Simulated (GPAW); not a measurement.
# TeCl2 (SMILES Cl[Te]Cl) at AM05/real-space grid (scalar-relativistic datasets)

Wanted: a structure relaxation of TeCl2. 

Program for the calculation: GPAW 26.7.0.

7 further runs of the same task are left out: 2 that didn't finish, 5 set aside as unsound or not needed.

## (1) Starting point

TeCl2: 3 atoms, total charge 0, spin state singlet. SMILES: `Cl[Te]Cl`. All atoms were displaced at random from a relaxed shape. The run starts from this shape.

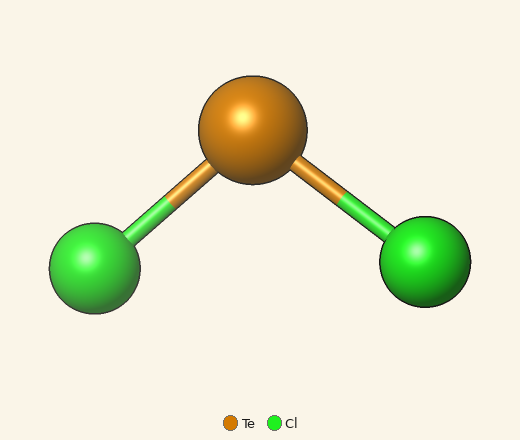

The structure, seen from a chosen angle (tellurium orange, chlorine green).

## (2) A geometry optimisation at AM05/real-space grid (scalar-relativistic datasets)

Input file cl2te_relax.py:

```python
from ase.io import write
from ase.io.zmatrix import parse_zmatrix
from ase.optimize import FIRE2
from gpaw import GPAW, setup_paths
from gpaw.atom.configurations import parameters
from gpaw.atom.generator import Generator

# Atomic positions
zmat = """
Te
Cl 1 r2
Cl 1 r3 2 a3
"""
values = dict(r2=2.2193, r3=2.311754, a3=102.05296)
molecule = parse_zmatrix(zmat, defs=values)
molecule.center(vacuum=4.5)

# No datasets are shipped for this functional: make them
for symbol in ["Cl", "Te"]:
    Generator(symbol, xcname="AM05", scalarrel=True, nofiles=True, txt=None).run(**parameters[symbol])
setup_paths.insert(0, ".")

# Ground state
dft = GPAW(mode="fd",
           h=0.18,
           xc="AM05",
           eigensolver="davidson",
           maxiter=100,
           poissonsolver={"name": "MomentCorrectionPoissonSolver", "poissonsolver": "fast", "moment_corrections": 4},
           symmetry="off",
           txt="-")
molecule.calc = dft

opt = FIRE2(molecule, trajectory="cl2te.traj")
converged = opt.run(fmax=0.05, steps=100)
print("Converged:", converged)
print(f"Final energy            {molecule.get_potential_energy():.5f} eV")
print(f"r(Cl1-Te0) = {molecule.get_distance(1, 0):.4f} Ang")
print(f"r(Cl2-Te0)              {molecule.get_distance(2, 0):.4f} Ang")
write("relaxed.xyz", molecule)
```

Launch:

```console
python3 cl2te_relax.py
```

What it wrote:

```text
[...]
Number of symmetries: 1
[...]
  Number of IBZ points: 1
[...]
Spin-components: 1 (collinear spins)
Bands:           12
[...]
  Valence electrons: 20.0
[...]
  Grid points: [64 64 52]
  Charge: 0.0  # |e|
[...]
    cutoffs:
[...]
occupation numbers:
  # Zero width
[...]
xc functional:
  name: AM05 with 2 nearest neighbor stencil
[...]
|iter     |     time |      energy | eigst |  dens |
[...]
|iter:   1| 00:00:05 |   -8.015592 | +0.54 |       |
[...]
Converged in 21 steps
[...]
dipole moment: (-0.121839, -0.276342, -0.000000)  # |e|*Ang
Fermi level: -4.325
[...]
Converged in 15 steps
[...]
Converged in 12 steps
[...]
Converged in 12 steps
[...]
Converged in 9 steps
[...]
|iter:   2| 00:03:38 |   -7.708788c| -7.97c| -5.23c|
Converged in 2 steps
[...]
Energy contributions relative to reference atoms: (reference = -209689.383130)
Energy contributions:
  Kinetic:           8.385014
  Coulomb:          -8.665664
  Zero:              0.338215
  External:          0.000000
  Xc:               -7.766353
  Entropy:           0.000000
  Spinorbit:         0.000000
  ----------------------------
  Free energy:      -7.708788
  Extrapolated:     -7.708788
dipole moment: (-0.216810, -0.266636, 0.000105)  # |e|*Ang
Fermi level: -4.505
Eigenvalues  # (at kpt = [0.000, 0.000, 0.000])
| band index |      eig [eV] | occ [0-2] |
|------------|---------------|-----------|
|          0 |       -21.413 |     2.000 |
|        ... |               |           |
|          2 |       -15.832 |     2.000 |
|          3 |       -10.723 |     2.000 |
|          4 |        -9.803 |     2.000 |
|          5 |        -8.935 |     2.000 |
|          6 |        -8.319 |     2.000 |
|          7 |        -8.178 |     2.000 |
|          8 |        -8.112 |     2.000 |
|          9 |        -5.486 |     2.000 |
|         10 |        -3.524 |     0.000 |
|         11 |        -3.401 |     0.000 |
Gap: 1.963 eV
Transition (v -> c):
[...]
Forces  # eV/Ang
|        x |        y |        z |
|----------|----------|----------|
| -0.02752 | -0.01256 | -0.00000 |  # Te   0
|  0.02673 |  0.02847 | -0.00000 |  # Cl   1
| -0.01776 |  0.00037 | -0.00000 |  # Cl   2
Force computation time: 0.072  # s
FIRE2:   10 hh:mm:ss       -7.708788        0.039050
Converged: True
Final energy            -7.70879 eV
r(Cl1-Te0) = 2.3215 Ang
r(Cl2-Te0)              2.3227 Ang
```

Wall time 3.7 min (1 thread of Arm Neoverse V1, shared host); peak memory 0.66 GiB.

The path in brief:

| step | energy from the first frame kept (eV) | largest force (eV/Å) |
| --- | --- | --- |
| 0 | 0.0000 | 1.9023 |
| 1 | -0.0567 | 1.1287 |
| 2 | -0.0925 | 0.1245 |
| 3 | -0.0743 | 0.6771 |
| 4 | -0.0847 | 0.4705 |
| 5 | -0.0869 | 0.4058 |
| 6 | -0.0894 | 0.3184 |
| 7 | -0.0916 | 0.2066 |
| 8 | -0.0929 | 0.0758 |
| 9 | -0.0930 | 0.0646 |
| 10 | -0.0940 | 0.0390 |

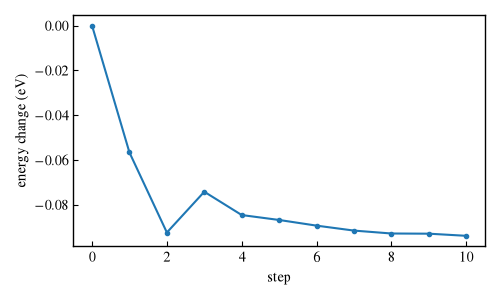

Energy along the run.

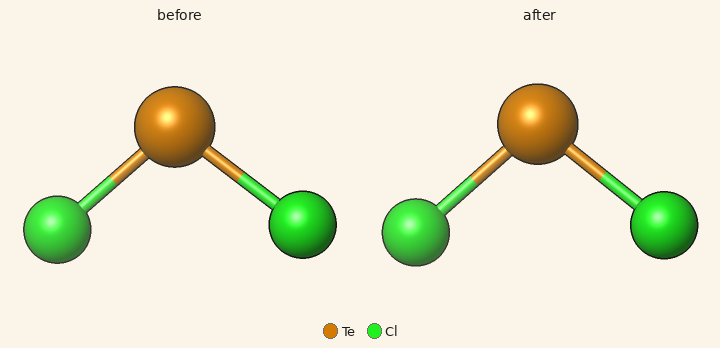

Before and after, at one scale.

After the run. Bond lengths: Te1–Cl2 2.321 Å, Te1–Cl3 2.323 Å. Angles: Cl2–Te1–Cl3 100.4°.

## (3) Results

Level: AM05/real-space grid (scalar-relativistic datasets).

| quantity | value |
| --- | --- |
| energy as printed (from the program's reference atoms) | -7.7088 eV |
| dipole moment | 1.65 D |
| HOMO energy | -5.49 eV |
| LUMO energy | -3.52 eV |
| HOMO–LUMO gap | 1.96 eV |

At the final geometry: Bond lengths: Te1–Cl2 2.321 Å, Te1–Cl3 2.323 Å. Angles: Cl2–Te1–Cl3 100.4°. The optimisation took 10 steps and changed the energy by -0.094 eV.
